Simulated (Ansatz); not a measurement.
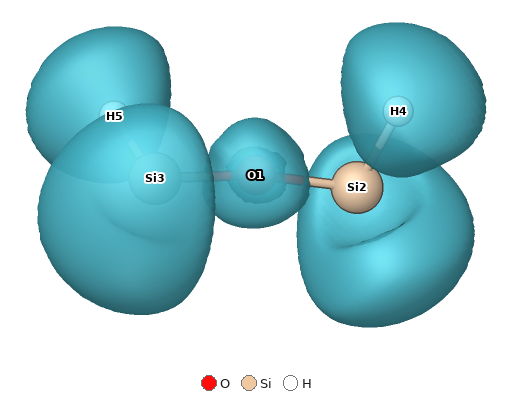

H2OSi2. Isosurface of the electron localisation function at 0.75 (cyan), seen at a tilt. Core shells and regions of very low density are left out.

Geometry: PBE0-D3(BJ)/def2-SVP.

The calculation used isolated molecule in a Gaussian basis; Kohn-Sham density functional theory, functional PBE0 in Ansatz.

The calculation's input:

```
crystal:
  periodic: [false, false, false]
  atoms:
    - {symbol: O, position_ang: [0.014790, -1.348124, 1.442530]}
    - {symbol: Si, position_ang: [1.172190, -2.075738, 2.395868]}
    - {symbol: Si, position_ang: [-1.300226, -0.663522, 0.681007]}
    - {symbol: H, position_ang: [2.283312, -1.034365, 2.135765]}
    - {symbol: H, position_ang: [-1.075174, -1.344199, -0.687471]}
basis:
  gaussian:
    orbitals: def2-TZVPD
hamiltonian:
  xc: {name: PBE0}
output: {forces: true, orbitals: {seedname: orbitals}}
```

Command:

```sh
ansatz run input.yaml --threads 1 --pin off --max-ram 2610MiB --events-out events.jsonl --progress --plain --runs-dir runs
```

### Identify the bonds, lone pairs and shells in this picture.

The surface consists of two regions around hydrogen nuclei, one region on O in which the atom's valence shell and bonds are merged and two lobes on Si, pointing away from the bonds (lone pairs). Profiles from the grid: Si–O (1.67 Å): the ELF peaks at about 0.85 between the atoms; a polar covalent bond. Si–H (1.54 Å): the ELF climbs to about 1 towards the hydrogen, as it does in any bond to H.
